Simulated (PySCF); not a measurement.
Vertical excitations of a molecule C2H4ClFSi2 from PySCF 2.14.0 with TDDFT-CAM-B3LYP/def2-SVPD, as energy in eV (oscillator strength): 5.35 (0.005), 5.86 (0.002), 6.07 (0.007), 6.20 (0.020), 6.57 (0.023), 6.96 (0.009), 7.33 (0.305), 7.52 (0.033), 7.67 (0.046), 7.76 (0.015). Lowest triplet (TDA): 4.61 eV. The structure is a stationary point at PBE-D3(BJ)/def2-SVP. One conformer was computed; it need not be the lowest.

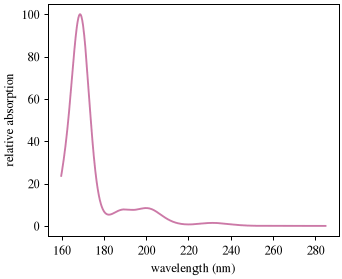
Figure. The lines broadened by 0.4 eV.

Q: Pick the molecule that these values belong to.
(A) F[SiH2]C#C[SiH2]Cl
(B) C#C[Si@H](F)[SiH2]Cl
(C) F[Si@]1(Cl)C=C[SiH2]1
(D) C#C[SiH2][Si@H](F)Cl

A: B, C#C[Si@H](F)[SiH2]Cl
